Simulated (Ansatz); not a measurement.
# H3S+ (sulfonium) at r2SCAN/3-21G

What is the vertical singlet–triplet gap of H3S+ (sulfonium) at r2SCAN/3-21G? 

The calculation is run with Ansatz 0.2.0.

9 further runs of the same task are left out: 7 that didn't finish, 2 set aside as unsound or not needed.

### 1 The structure to begin with

H3S+ has 4 atoms, charge +1, and is taken as a singlet. SMILES: `[SH3+]`. The coordinates come from a GFN2-xTB relaxation.

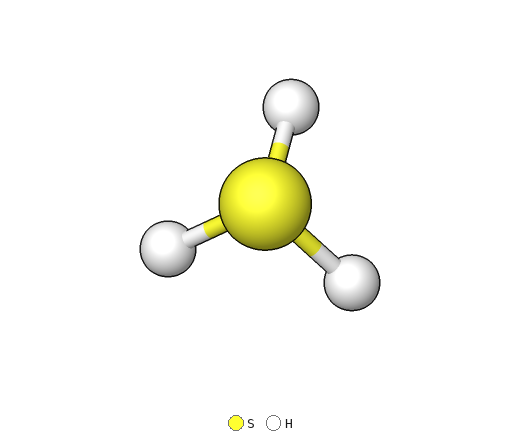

The structure, seen from a chosen angle (sulfur yellow, hydrogen white).

### 2 The energy at r2SCAN/3-21G

input.yaml

```yaml
crystal:
  periodic: [false, false, false]
  atoms:
    - {symbol: S, position_ang: [0.301620, -0.100910, -0.445950]}
    - {symbol: H, position_ang: [0.848020, 0.280920, 0.734350]}
    - {symbol: H, position_ang: [-0.494150, -1.037930, 0.125030]}
    - {symbol: H, position_ang: [-0.655500, 0.857920, -0.413440]}
basis:
  gaussian:
    orbitals: 3-21G.json
total_charge: 1
hamiltonian:
  xc: r2scan
accuracy: high
```

The basis set 3-21G is read from a file made from the Basis Set Exchange's data (not shown).

On the command line:

```bash
$ ansatz run input.yaml --threads 1 --pin off --max-ram 2610MiB --events-out events.jsonl --progress --plain --runs-dir runs
```

Standard output:

```text
Warning: RAYON_NUM_THREADS=1 ignored (pool sized by the plan → 1); use --threads N
Functional definition: r2SCAN
  name "r2SCAN"
  parameter k0 = 0.174
  parameter k1 = 0.065
  parameter a1 = 4.9479
  exchange = r2scan_x(k0 = k0, k1 = k1, a1 = a1)
  correlation = r2scan_c
362 factors; integrals over basis functions are off by at most 4.2e-9 eV
mean field evaluation 1: about -10817.3766 eV, gradient 2.5e1 eV
mean field evaluation 2: about -10816.9860 eV, gradient 2.7e1 eV
mean field evaluation 4: about -10819.1820 eV, gradient 1.2e-1 eV
mean field evaluation 8: about -10819.1475 eV, gradient 1.0e-3 eV
mean field -10819.14749570 eV, -397.5963369853 hartree, gradient 2.5e-8 eV, S^2 0.000000; 0 other end points of the search recorded, 0 dependent functions left out
reference -10819.14749603 eV, -397.5963369977 hartree; 9, 9 occupied and 10, 10 virtual orbitals, 362 factors
Total energy: -10819.14749603 eV, -397.5963369977 hartree
```

Run time: 1.3 s. Hardware: 1 thread of Arm Neoverse V2, shared host; peak memory 0.1 GiB.

### 3 The triplet at the same level

job.yaml

```yaml
basis:
  gaussian:
    orbitals: 3-21G.json
crystal:
  periodic: [false, false, false]
  atoms:
    - {symbol: S, position_ang: [0.301620, -0.100910, -0.445950]}
    - {symbol: H, position_ang: [0.848020, 0.280920, 0.734350]}
    - {symbol: H, position_ang: [-0.494150, -1.037930, 0.125030]}
    - {symbol: H, position_ang: [-0.655500, 0.857920, -0.413440]}
hamiltonian:
  xc: r2scan
magnetization:
  spin_polarized: true
  initial_magnetization: 2
total_charge: 1
accuracy: high
```

The basis set 3-21G is read from a file made from the Basis Set Exchange's data (not shown).

On the command line:

```bash
$ ansatz run job.yaml --threads 1 --pin off --max-ram 2610MiB --events-out events.jsonl --progress --plain --runs-dir runs
```

Standard output (excerpt; [...] marks lines left out):

```text
Warning: RAYON_NUM_THREADS=1 ignored (pool sized by the plan → 1); use --threads N
[... 7 set-up lines as earlier in the session ...]
362 factors; integrals over basis functions are off by at most 4.2e-9 eV
mean field evaluation 1: about -10809.7507 eV, gradient 9.8e0 eV
mean field evaluation 2: about -10809.4855 eV, gradient 1.0e1 eV
mean field evaluation 4: about -10810.2652 eV, gradient 3.4e0 eV
mean field evaluation 8: about -10810.4243 eV, gradient 1.6e-1 eV
mean field evaluation 16: about -10810.4039 eV, gradient 8.1e-3 eV
mean field evaluation 32: about -10809.9792 eV, gradient 5.8e0 eV
mean field evaluation 64: about -10810.4028 eV, gradient 1.7e-8 eV
mean field -10810.40387094 eV, -397.2750147020 hartree, gradient 6.6e-8 eV, S^2 2.003539; 3 other end points of the search recorded, 0 dependent functions left out
reference -10810.40387169 eV, -397.2750147298 hartree; 10, 8 occupied and 9, 11 virtual orbitals, 362 factors
Total energy: -10810.40387169 eV, -397.2750147298 hartree
```

Wall time 9 s (1 thread of Arm Neoverse V2, shared host); peak memory 0.16 GiB.

### 4 Outcome

Level: r2SCAN/3-21G.

| quantity | value |
| --- | --- |
| singlet: total energy | -397.59634 Eh |
| triplet: total energy | -397.27501 Eh |
| triplet: ⟨S²⟩ | 2.004 |
| vertical energy of the triplet above the singlet | 8.744 eV |

At this shape the triplet lies 8.74 eV (202 kcal/mol) above the singlet.
